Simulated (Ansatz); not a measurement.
CH7AlSn

Input

```
crystal:
  periodic: [false, false, false]
  atoms:
    - { symbol: C, position_ang: [-1.3251, 1.1721, -0.7985] }
    - { symbol: Al, position_ang: [0.2314, 0.0473, -0.9264] }
    - { symbol: Sn, position_ang: [1.0946, -1.1681, 1.2255] }
    - { symbol: H, position_ang: [-1.0304, 2.2593, -1.1204] }
    - { symbol: H, position_ang: [-1.7449, 1.2192, 0.2167] }
    - { symbol: H, position_ang: [-2.1639, 0.8404, -1.484] }
    - { symbol: H, position_ang: [1.009, -0.1444, -2.319] }
    - { symbol: H, position_ang: [1.135, -2.8848, 0.9808] }
    - { symbol: H, position_ang: [0.1067, -0.7395, 2.6397] }
    - { symbol: H, position_ang: [2.7707, -0.6527, 1.5885] }
basis:
  gaussian: { orbitals: def2-SVP }
hamiltonian:
  xc: b3lyp
  dispersion: d4
relax:
  f_tol: 0.02
  max_steps: 50
output:
  orbitals: {}
```

Command:

```sh
ansatz run input.yaml --threads 2 --pin off --max-ram 3072MiB --backend cpu --events-out ev --progress --plain --runs-dir out
```

The fields are those of the relaxed geometry.

Core potentials replace the inner electrons of Sn.

Computed with Ansatz 0.2.0, RKS B3LYP-D4/def2-SVP.

### What can the converged electron density and electron localisation function tell about the bonding?

C–Al (1.96 Å): ρ at the midpoint is about 0.71 e/Å³; the ELF peaks at about 0.95 between the atoms (a shared but strongly polarised pair).
Al–Sn (2.67 Å): the density is about 0.42 e/Å³ at the midpoint; the ELF peaks at about 0.95 between the atoms (localised, covalent bonding).
C–H (1.10 Å): ρ at the midpoint is about 1.9 e/Å³; the ELF climbs to about 1 towards the hydrogen, as it does in any bond to H; a covalent bond by its length.
Al–H (1.59 Å): ρ at the midpoint is about 0.53 e/Å³; the ELF climbs to about 1 towards the hydrogen.

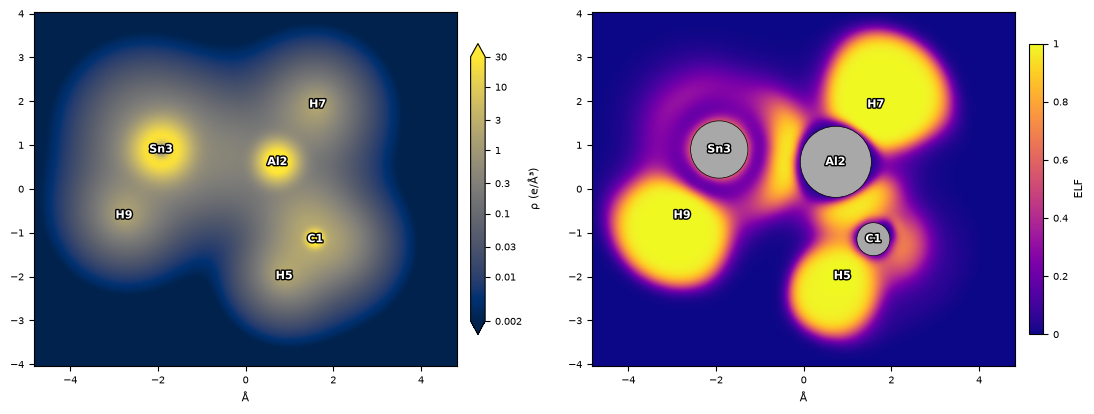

Computed electron density and electron localisation function on the plane of atoms Al2, C1 and H5, in this order. Grey discs cover the atomic cores in the ELF map. 
